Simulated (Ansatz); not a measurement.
## Where V_Ga puts its levels in the gap of Al3GaN4 (Pm)

Aim: at which Fermi levels does V_Ga in Al3GaN4 (Pm) change its charge? The model is a cell of 96 host atoms with 1 Ga taken out.

Calculated with Ansatz 0.2.0; place-levels on PBEsol runs: charge-transition levels and formation energies with image-charge correction and potential alignment at the atomic sites.

## 1. The starting structure

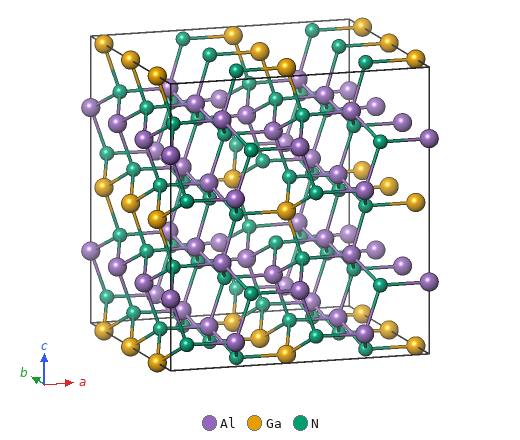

The cell as given, slightly off an axis (aluminium purple, gallium orange, nitrogen teal). Some periodic images of atoms are drawn too.

The cell holds 95 atoms: 36 Al, 11 Ga and 48 N. Its edges and angles: a = 10.087 Å, b = 9.390 Å, c = 10.836 Å, α = 90.0°, β = 90.0°, γ = 90.0°. It derives from Al3GaN4 (space group Pm). Nearest the centre at fractional (0.750, 0.667, 0.333): N71 at 1.93 Å, N86 at 1.93 Å, N87 at 1.94 Å, N84 at 1.96 Å, N37 at 3.09 Å, Al83 at 3.10 Å, Al66 at 3.10 Å, Al82 at 3.10 Å.

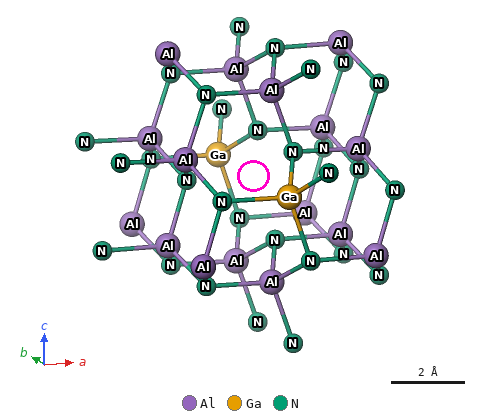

The atoms within 5 Å of the centre. A ring marks the centre wherever it is empty.

Known beforehand: the electronic dielectric constant, (4.99, 4.79, 4.80), and the static one, (9.98, 8.63, 8.67), from a response run on this crystal (DFPT, PBEsol) at that run's own cell.

The cell's shortest repeat is 9.4 Å.

## 2. The runs of each charge state

A transition level is the Fermi level at which two charge states cost the same, so each charge needs its own total energy, at its own relaxed structure.

Random displacements of about 0.05 Å break the site symmetry at the start, so that the relaxation can reach a distorted minimum if there is one. Forces are taken at one point at (¼, ¼, ¼). The cell holds 3 electrons more than the neutral one, with a uniform background that keeps it neutral on the whole.

The sampling was tested on the host first: at the k-points planned (1x1x1 shifted 0.25 0.25 0.25) its energy lies 0.000 eV an atom from the dense-mesh value, under the bound of 0.02 eV set for this test; that bounds the host's error, not the defect's.

One state's input; the others differ in charge, spin, start and seed, and in occupations where the table says so.

qm3.relax/input.yaml reads:

```yaml
crystal:
  lattice:
    - [5.04346018, 0.0, 0.00012639]
    - [0.0, 3.13005226, 0.0]
    - [-0.00322408, 0.0, 5.41800952]
  atoms:
    - { symbol: Al, position: [0.50022857, 0.5, 0.16733093] }
    - { symbol: Al, position: [0.00091951, 0.5, 0.83480524] }
    - { symbol: Al, position: [0.00108727, 0.0, 0.33169215] }
    - { symbol: Ga, position: [0.49941951, 0.0, 0.66620202] }
    - { symbol: "N", position: [0.11117457, 0.0, 0.66632662] }
    - { symbol: "N", position: [0.12245535, 0.5, 0.16715505] }
    - { symbol: "N", position: [0.6251239, 0.5, 0.84019356] }
    - { symbol: "N", position: [0.62319033, 0.0, 0.32629544] }
  supercell: [2, 3, 2]
  defects: [{ vacancy: 83 }]
total_charge: -3
basis:
  ecutwfc: 420
  xc_grid: 2
hamiltonian:
  xc: pbesol
kpoints:
  mp_grid: { grid: [1, 1, 1], shift: [0.25, 0.25, 0.25] }
scf:
  occupations: { method: fixed }
  max_iter: 100
output:
  forces: true
  charged_corrections: { epsilon: [4.99, 4.79, 4.8], static_epsilon: [9.98, 8.63, 8.67] }
relax:
  f_tol: 0.02
  max_steps: 80
  random_displacement: { amplitude: 0.05, seed: 971 }
checkpoint:
  write: "../qm3.relax.run"
  compress: false
  write_wavefunctions: true
  write_every: 100000
```

The run is started by

```
> ansatz run input.yaml --threads 4 --pin off --max-ram 14131MiB --backend cpu --events-out ev --progress --plain --runs-dir out
```

The relaxed structure is kept and the sampling changed to a 2×2×2 shifted mesh.

The run of this state that the levels use, under PBEsol:

qm3.point/input.yaml reads:

```yaml
crystal:
  checkpoint: "../qm3.relax.run"
  host: checkpoint
total_charge: -3
basis:
  ecutwfc: 420
  xc_grid: 2
hamiltonian:
  xc: pbesol
kpoints:
  mp_grid: { grid: [2, 2, 2], shift: [0.5, 0.5, 0.5] }
scf:
  occupations: { method: fermi_dirac, width: 0.01 }
  max_iter: 100
output:
  forces: true
  eigenvalues: true
  charged_corrections:
    epsilon: [4.99, 4.79, 4.8]
    static_epsilon: [9.98, 8.63, 8.67]
    defect_position: [0.74971, 0.666667, 0.333101]
  eigenstates: { localisation: true }
  populations: true
  band_densities: [{ bands: [v1, v1] }, { bands: [c1, c1] }]
  write_density: true
  write_potential: true
  volumetric_format: npy
  elf: true
checkpoint:
  read: "../qm3.relax.run"
  write: "../qm3.point.run"
  compress: false
  write_wavefunctions: false
  write_every: 100000
```

Relaxations under PBEsol at one point at (¼, ¼, ¼); times on 4 threads of Arm Neoverse V2, shared host:

```
charge  moment (μB)  occupations        outcome  steps  largest displacement against the far atoms (Å)     time
    −3            0        fixed      converged      6                                            0.20    2 min
    −2            1        fixed      converged      6                                            0.18  5.4 min
    −1            0        fixed  not converged      -                                               -  1.8 min
    −1            0  fermi-dirac      converged      5                                            0.19  2.4 min
    −1            2        fixed      converged      5                                            0.16  4.3 min
     0            1        fixed      converged      6                                            0.22  5.2 min
     0            3        fixed      converged      5                                            0.17  3.4 min
    +1            0        fixed      converged      6                                            0.22  2.5 min
    +1            2        fixed      converged      6                                            0.21  6.1 min
```

Single points under PBEsol at a 2×2×2 shifted mesh; times on 4 threads of Arm Neoverse V2, shared host:

```
charge  moment (μB)  occupations    outcome     time
    −3            0  fermi-dirac  converged  2.5 min
    −2            1  fermi-dirac  converged  6.2 min
    −1            0  fermi-dirac  converged  2.8 min
    −1            2  fermi-dirac  converged  5.9 min
     0            1  fermi-dirac  converged  5.4 min
     0            3  fermi-dirac  converged  5.4 min
    +1            0  fermi-dirac  converged  2.7 min
    +1            2  fermi-dirac  converged  4.9 min
```

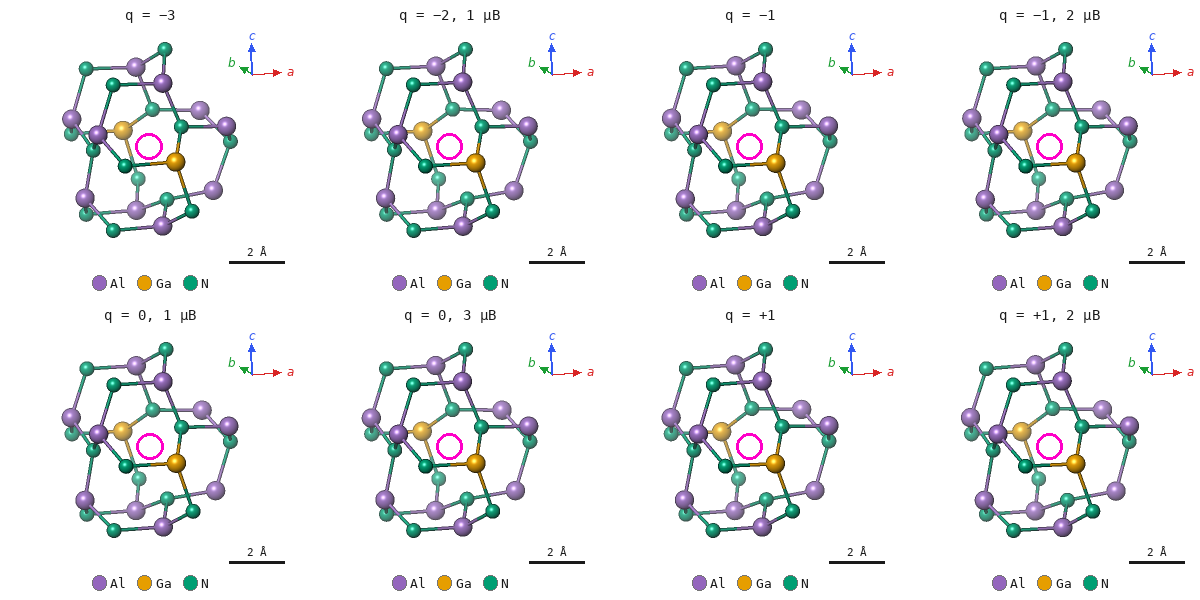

The structures near the centre after relaxation with PBEsol, by charge. A ring marks the centre wherever it is empty.

Distances (Å) from the ideal centre to the nearest atoms after relaxation with PBEsol:

```
charge  moment (μB)      1.      2.      3.      4.       5.       6.
    −3            0  N 2.08  N 2.09  N 2.14  N 2.15  Al 3.04  Al 3.04
    −2            1  N 2.10  N 2.11  N 2.12  N 2.12  Al 3.03  Al 3.06
    −1            0  N 2.10  N 2.11  N 2.12  N 2.12  Al 3.06  Al 3.07
    −1            2  N 2.08  N 2.10  N 2.11  N 2.11  Al 3.07  Al 3.07
     0            1  N 2.06  N 2.07  N 2.11  N 2.18  Al 3.10  Al 3.10
     0            3  N 2.08  N 2.08  N 2.11  N 2.12  Al 3.09  Al 3.09
    +1            0  N 2.13  N 2.14  N 2.14  N 2.16   N 3.07  Al 3.09
    +1            2  N 2.12  N 2.13  N 2.16  N 2.17   N 3.07  Al 3.12
```

(Part 1 of 2 ends here.)

[Logs are printed without paths, hosts, clocks, repeated set-up lines and the standing remarks that a program may print on its own settings, such as how far it seeks lower states.]

[Hosts, paths, dates, database ids (printed as entryN), source tags and the programs' standing remarks are cut or masked in the printed files.]

[Where a table of states has a column of steps, it counts the stored structures, which are thinned; the runs took as many ionic steps or more.]

[A defect's name tells the site on which it was built; relaxed atoms can leave that site.]

[For some hosts the program warned that the k-mesh of the response run may be too coarse for force constants and the static dielectric constant; such warnings are not shown here.]
